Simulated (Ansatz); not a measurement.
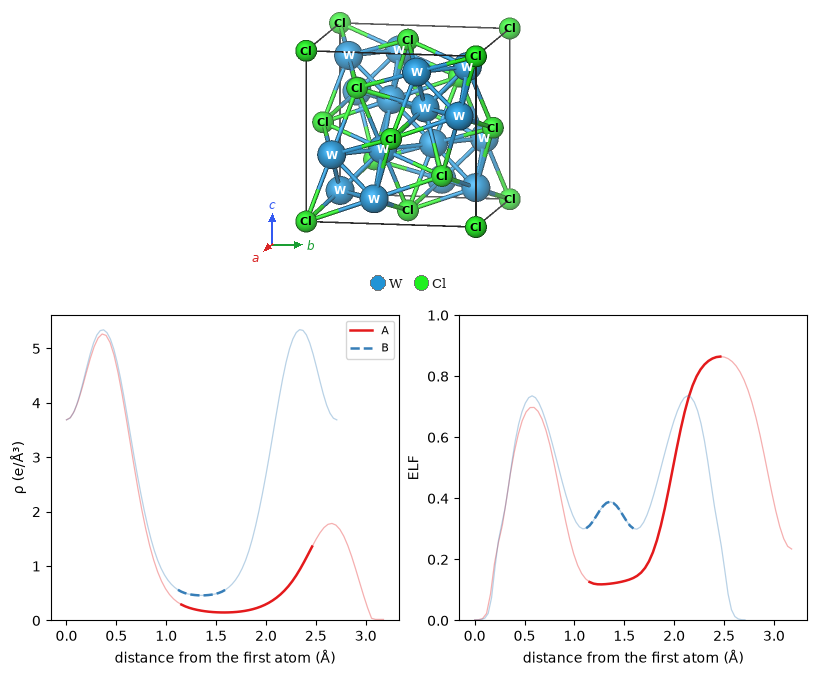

Figure 1: W2Cl. Valence electron density and ELF along straight lines between neighbouring atoms. Thin, pale parts lie inside the atomic spheres. The structure is drawn too.

Space group Fd-3m; started from the cubic Laves (C15)_227 prototype, which need not be the ambient phase.

These are results of Ansatz 0.2.0, DFT PBE, scalar-relativistic, plane waves, PAW, not measurements.

The density is the valence pseudo-density of a PAW calculation; it isn't the true density close to the nuclei.

Question: Which curve belongs to which contact (W–Cl and W–W)? The first atom named is at distance zero.

Answer: Curve A: W–Cl (3.18 Å): the density is about 0.15 e/Å³ at the midpoint; the ELF is about 0.15 at the midpoint; no shared electron pair shows on this line. Curve B: W–W (2.71 Å): ρ is about 0.46 e/Å³ halfway; the ELF is about 0.40 at the midpoint.
